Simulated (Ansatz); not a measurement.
Calculation: PBE (plane waves to 420 eV, PAW; Ansatz, a quantum-chemistry and plane-wave program).

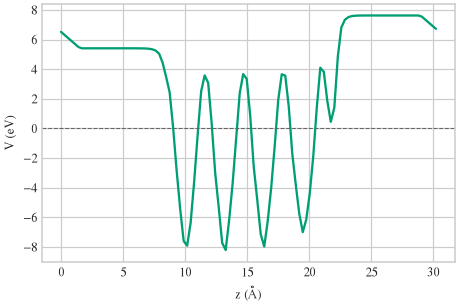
Plane-averaged electrostatic potential energy along the normal, in eV from the Fermi level, for the (111)A surface of zinc-blende ZnS, Zn-terminated, OH on every top atom (bottom of the slab: 2 H on 4 bottom sites)

Set-up: 42 atoms, 14.1 Å thick at the start with caps and adatoms; mesh 3x3x1; 0.025 eV smearing; dipole correction on; 8 atoms held, the rest relaxed; no symmetry held; no spin (no spin-polarised run to compare, though such a face may carry moments), no spin-orbit, no U. The slab shows no gap over 0.04 eV on its mesh. It is one candidate, not shown to be the stable structure of the face.

**Question.** The surface cell has an area of 51.33 Å². What dipole along the normal does the step between the two vacuum levels imply?

**Answer.** the top vacuum level lies 2.22 eV above the bottom one; p = −ε₀ A ΔV (ε₀ = 0.005526 e/(V·Å)) gives -0.63 e·Å a cell.
